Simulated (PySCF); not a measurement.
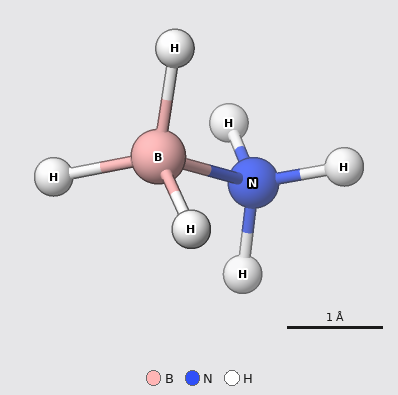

Figure 1. The input geometry (ball-and-stick view, seen at a tilt).

**BNH6: NMR shielding calculation**

- system: BNH6 (borane ammonia), SMILES [BH3-][NH3+]
- method: GIAO PBE0/pcSseg-1 NMR shielding, non-relativistic, gas phase (PySCF 2.14.0)

The geometry comes from this level: GFN2-xTB. Figures and captions count atoms from 1; the log counts them from 0 in places.

### The program's output
```
coarse grid: 5872 points
cycle   1  E = -83.0391189161  dE = -5.583e-02  |g| = 3.439e-01  |ddm| = 2.079e+00
cycle   2  E = -83.0585461308  dE = -1.943e-02  |g| = 2.681e-01  |ddm| = 6.652e-01
cycle   3  E = -83.0822891512  dE = -2.374e-02  |g| = 2.449e-02  |ddm| = 2.787e-01
cycle   4  E = -83.0824295288  dE = -1.404e-04  |g| = 1.250e-02  |ddm| = 2.738e-02
cycle   5  E = -83.0824606375  dE = -3.111e-05  |g| = 2.464e-03  |ddm| = 7.499e-03
cycle   6  E = -83.0824618206  dE = -1.183e-06  |g| = 1.632e-04  |ddm| = 1.534e-03
final grid: 54432 points
cycle   7  E = -83.0895868806  dE = -2.344e-05  |g| = 5.851e-03  |ddm| = 1.547e-02
cycle   8  E = -83.0895845927  dE =  2.288e-06  |g| = 6.942e-03  |ddm| = 8.749e-03
cycle   9  E = -83.0895951087  dE = -1.052e-05  |g| = 5.377e-04  |ddm| = 4.364e-03
cycle  10  E = -83.0895951844  dE = -7.566e-08  |g| = 8.284e-05  |ddm| = 4.418e-04
cycle  11  E = -83.0895951862  dE = -1.788e-09  |g| = 9.767e-06  |ddm| = 6.835e-05
cycle  12  E = -83.0895951862  dE = -2.095e-11  |g| = 9.444e-07  |ddm| = 9.840e-06
```

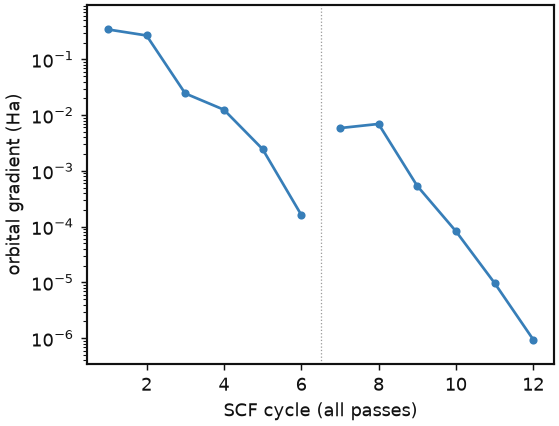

Figure 2. Convergence of the self-consistent field: orbital gradient against the SCF cycle. The dotted line marks the change from a coarse to the final integration grid. The first 6 cycles use a coarse grid, the final grid takes over at cycle 7, and the field converges after 12 cycles in all.

```
converged SCF energy = -83.0895951862

GIAO shielding tensors (ppm)
atom      isotropic    diamagn.    paramagn.     s11        s22        s33       span
  0 B      125.596     189.646     -64.050    111.323    111.335    154.129     42.806
  1 N      230.457     315.153     -84.696    215.104    238.067    238.200     23.096
  2 H       29.599      30.321      -0.722     27.069     28.198     33.530      6.461
  3 H       29.601      30.330      -0.729     27.070     28.197     33.536      6.466
  4 H       29.599      30.327      -0.728     27.068     28.197     33.532      6.465
  5 H       29.009      29.886      -0.877     22.655     25.565     38.809     16.154
  6 H       29.002      29.876      -0.874     22.633     25.575     38.798     16.165
  7 H       29.002      29.912      -0.911     22.631     25.577     38.797     16.166
```

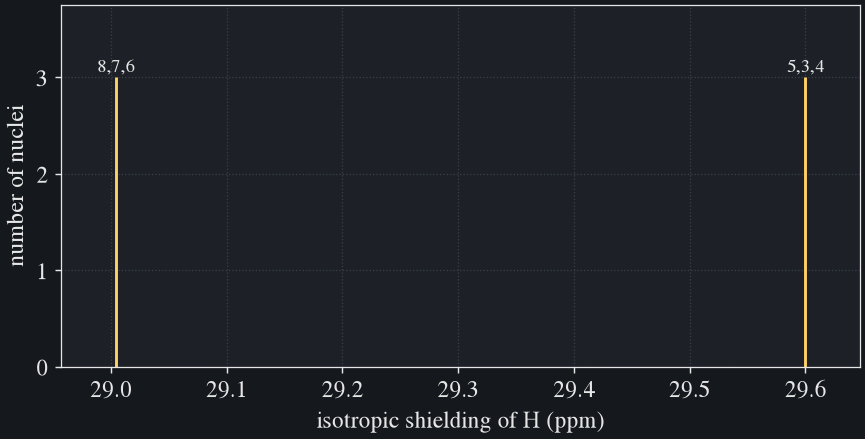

Figure 3. Isotropic shieldings of the hydrogen nuclei in this fixed geometry, labelled by atom number; shielding grows to the right, so chemical shift grows to the left. The least shielded is H8 (29.0 ppm), the most shielded H4 (29.6 ppm).

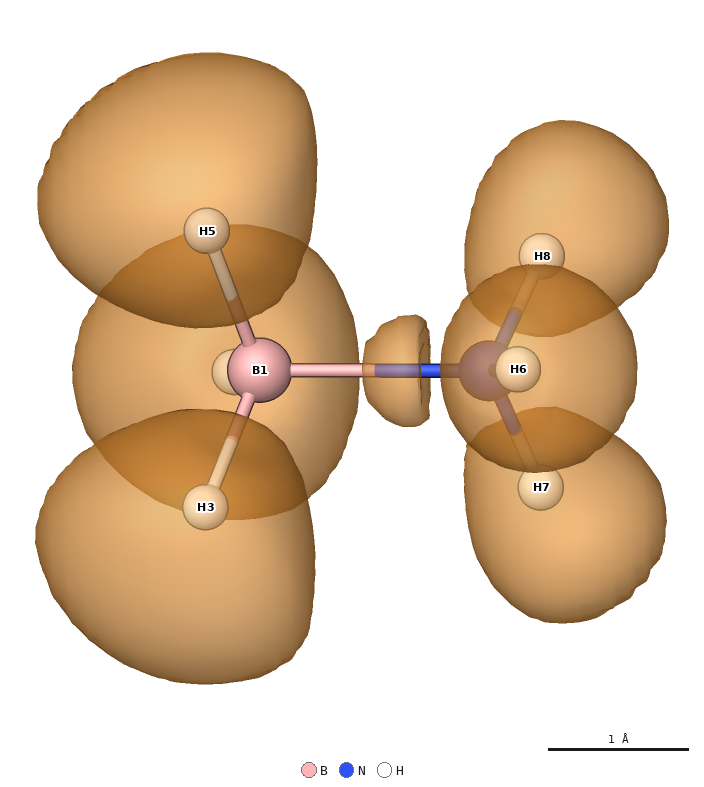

Figure 4. Isosurface of the ELF at 0.85 (orange), seen face on. Core shells and regions of very low density are left out. The ELF exceeds this value in one region between bonded B–N atoms (shared pairs) and six regions around hydrogen nuclei. Values along the shortest contacts: N–H (1.01 Å): the ELF climbs to about 1 towards the hydrogen, as it does in any bond to H (a covalent bond by its length).

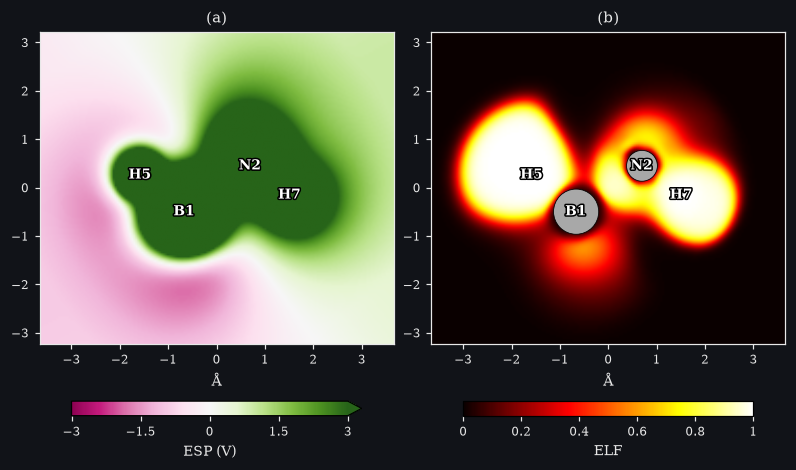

Figure 5. (a) molecular electrostatic potential; (b) ELF on the plane of atoms B1, N2 and H7. Grey discs, where drawn, cover atomic cores. Atoms in the plane: B, N and H. B–N (1.66 Å): the ELF peaks at about 0.95 between the atoms, which marks a shared but strongly polarised pair. N–H (1.01 Å): the ELF climbs to about 1 towards the hydrogen (a covalent bond by its length). B–H (1.19 Å): the ELF climbs to about 1 towards the hydrogen; a covalent bond by its length.

The run was set up as follows.

### The input
```
{"job": {"kind": "nmr", "xc": "PBE0", "basis": "pcSseg-1", "pop": false}, "charge": 0, "multiplicity": 1}
B      0.830342    -0.084073    -0.008577
N     -0.818443     0.093833    -0.015905
H      1.246775     0.764227    -0.732782
H      1.033906    -1.184959    -0.413705
H      1.162479     0.064819     1.125076
H     -1.046543     1.020875     0.322480
H     -1.151351    -0.026232    -0.964891
H     -1.220936    -0.610840     0.590044
```

The first line tells a small driver script what to run in PySCF; the rest is the geometry in Å.

Command:
```bash
OMP_NUM_THREADS=1 python <driver script> task.json out
```

### Key numbers

- outcome: converged
- total energy: −83.089595 hartree
- HOMO: −7.81 eV
- LUMO: 0.29 eV
- dipole moment: 5.51 D
- isotropic shielding, B: 125.6 ppm
- isotropic shielding, N: 230.5 ppm
- isotropic shielding, H: 29.0 to 29.6 ppm
- hardware: 1 CPU thread, shared host
- wall time: 3 s
- peak memory: 0.31 GiB
